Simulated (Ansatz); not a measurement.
**HF/6-31G(d) (spherical functions) run of CHClFNOSi (SMILES O=C=N[SiH](F)Cl)**

Aim: the vertical ionisation energy of CHClFNOSi at HF/6-31G* (spherical functions), from 2 runs. 

The results are computed with Ansatz 0.2.0.

144 further runs of the same task are left out: 144 set aside as unsound or not needed. Runs told in other sessions of the task aren't counted.

## Step 1: The molecule

The species is CHClFNOSi (7 atoms), meant as a singlet with charge 0. As SMILES, `O=C=N[SiH](F)Cl`. Geometry: relaxed at PBE0-D4/def2-TZVP. This is one conformer, not always the lowest.

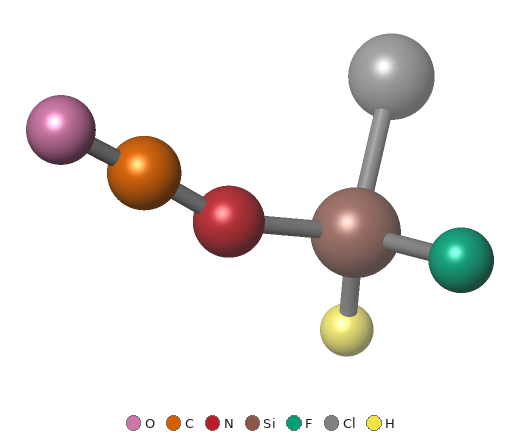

The structure, seen from a chosen angle (oxygen pink, carbon orange, nitrogen red, silicon brown, fluorine teal, chlorine grey, hydrogen yellow).

## Step 2: The energy at HF/6-31G(d) (spherical functions)

run.yaml

```yaml
basis:
  gaussian:
    orbitals: 6-31G_st_-spherical.json
crystal:
  periodic: [false, false, false]
  atoms:
    - {symbol: O, position_ang: [0.815200, -2.357500, 1.658700]}
    - {symbol: C, position_ang: [0.512200, -1.559700, 0.874600]}
    - {symbol: "N", position_ang: [0.199300, -0.771000, 0.028300]}
    - {symbol: Si, position_ang: [-0.274200, 0.722000, -0.596700]}
    - {symbol: F, position_ang: [0.917700, 1.292700, -1.464400]}
    - {symbol: Cl, position_ang: [-0.652900, 2.033600, 0.904000]}
    - {symbol: H, position_ang: [-1.456100, 0.571700, -1.450200]}
hamiltonian:
  xc: hf
accuracy: high
output:
  orbitals: {seedname: orbitals}
```

The basis set 6-31G* is read from a file made from the Basis Set Exchange's data (not shown).

The run is started by

```sh
$ ansatz run run.yaml --threads 1 --pin off --max-ram 3480MiB --events-out events.jsonl --progress --plain --runs-dir runs
```

The log of the run:

```text
Warning: RAYON_NUM_THREADS=1 ignored (pool sized by the plan → 1); use --threads N
Functional definition: HF
  name "HF"
  exchange = exact_x
  correlation = 0
1979 factors; integrals over basis functions are off by at most 6.2e-9 eV
mean field evaluation 1: about -27636.9130 eV, gradient 4.2e1 eV
mean field evaluation 2: about -27637.0312 eV, gradient 4.2e1 eV
mean field evaluation 4: about -27640.4644 eV, gradient 3.6e0 eV
mean field evaluation 8: about -27640.5063 eV, gradient 3.5e-1 eV
mean field evaluation 16: about -27640.5067 eV, gradient 9.5e-9 eV
mean field -27640.50668279 eV, -1015.7698851841 hartree, gradient 9.4e-9 eV, S^2 0.000000; 0 other end points of the search recorded, 0 dependent functions left out
reference -27640.50668279 eV, -1015.7698851841 hartree; 31, 31 occupied and 63, 63 virtual orbitals, 1979 factors
Total energy: -27640.50668279 eV, -1015.7698851841 hartree
```

Run time: 2.7 s. Hardware: 1 thread of Arm Neoverse V2, shared host; peak memory 0.28 GiB.

## Step 3: The doublet cation, same level

molecule.yaml

```yaml
crystal:
  periodic: [false, false, false]
  atoms:
    - {symbol: O, position_ang: [0.815200, -2.357500, 1.658700]}
    - {symbol: C, position_ang: [0.512200, -1.559700, 0.874600]}
    - {symbol: "N", position_ang: [0.199300, -0.771000, 0.028300]}
    - {symbol: Si, position_ang: [-0.274200, 0.722000, -0.596700]}
    - {symbol: F, position_ang: [0.917700, 1.292700, -1.464400]}
    - {symbol: Cl, position_ang: [-0.652900, 2.033600, 0.904000]}
    - {symbol: H, position_ang: [-1.456100, 0.571700, -1.450200]}
basis:
  gaussian:
    orbitals: 6-31G_st_-spherical.json
total_charge: 1
magnetization:
  spin_polarized: true
  initial_magnetization: 1
hamiltonian:
  xc: hf
accuracy: high
output: {orbitals: {seedname: orbitals}}
```

The basis set 6-31G* is read from a file made from the Basis Set Exchange's data (not shown).

The run is started by

```sh
$ ansatz run molecule.yaml --threads 1 --pin off --max-ram 3480MiB --events-out events.jsonl --progress --plain --runs-dir runs
```

The log of the run, shortened:

```text
Warning: RAYON_NUM_THREADS=1 ignored (pool sized by the plan → 1); use --threads N
Functional definition: HF
  name "HF"
[...]
1979 factors; integrals over basis functions are off by at most 6.2e-9 eV
[...]
mean field -27629.64957562 eV, -1015.3708938550 hartree, gradient 4.7e-8 eV, S^2 0.917785; 6 other end points of the search recorded, 0 dependent functions left out
reference -27629.64957562 eV, -1015.3708938550 hartree; 31, 30 occupied and 63, 64 virtual orbitals, 1979 factors
Total energy: -27629.64957562 eV, -1015.3708938550 hartree
```

Run time: 30 s. Hardware: 1 thread of Arm Neoverse V2, shared host; peak memory 0.4 GiB.

## Step 4: What came out

At HF/6-31G* (spherical functions):

| quantity | value |
| --- | --- |
| singlet CHClFNOSi: total energy | -1015.76989 Eh |
| singlet CHClFNOSi: HOMO energy | -12.77 eV |
| singlet CHClFNOSi: LUMO energy | 3.67 eV |
| singlet CHClFNOSi: HOMO–LUMO gap | 16.44 eV |
| doublet cation: total energy | -1015.37089 Eh |
| doublet cation: HOMO energy (highest over α and β) | -17.64 eV |
| doublet cation: LUMO energy (lowest over α and β) | -8.86 eV |
| doublet cation: ⟨S²⟩ | 0.918 |
| vertical ionisation energy (to the doublet cation) | 10.857 eV |

What this shows: Removing an electron at fixed nuclei costs 10.86 eV (250 kcal/mol). The negative HOMO energy of the first species, 12.77 eV, lies 1.91 eV above that difference. ⟨S²⟩ (doublet cation) is 0.92 where a pure doublet has 0.75: the reference is spin-contaminated.
